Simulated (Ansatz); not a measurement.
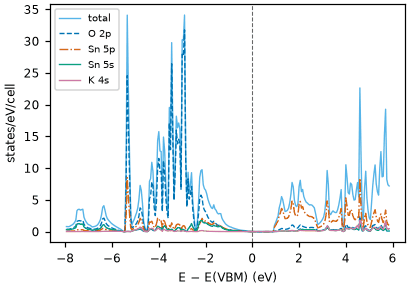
Fig. 1. Total and projected density of states of K2Sn2O3 in space group I2_13 (No. 199; K on 8a, Sn on 8a, O on 12b), plane-wave PAW LDA (Ansatz code)

Problem. Which orbitals carry the states next to the gap?

Solution. Top 1 eV of the valence band: Sn 5p 38 %, Sn 5s 29 %, O 2p 29 %. Bottom 1 eV of the conduction band: Sn 5p 64 %, O 2p 12 %, O 2s 8 %, outside the projected shells 11 %. Projections are on Löwdin-orthogonalised atomic valence shells; empty p or d shells of many metals are not among them.

Problem. Where is the tallest occupied peak in this window, and what makes it?

Solution. Near -2.9 eV, about 34 states/eV per cell; the largest projected share is O 2p.

The first step of the workflow began from a Materials Project structure, measured or hypothetical; the Crystallography Open Database copy checked does not list it. COD files the formula under space group No. 166, so this cell is another polymorph or a model. Its standing as an ambient phase is unchecked. The LDA relaxation kept the symmetry of its start; whether a distortion lowers the energy is not shown. Spin–orbit coupling is left out wherever it is not named.

Potentials: the later of the program's two PAW sets.
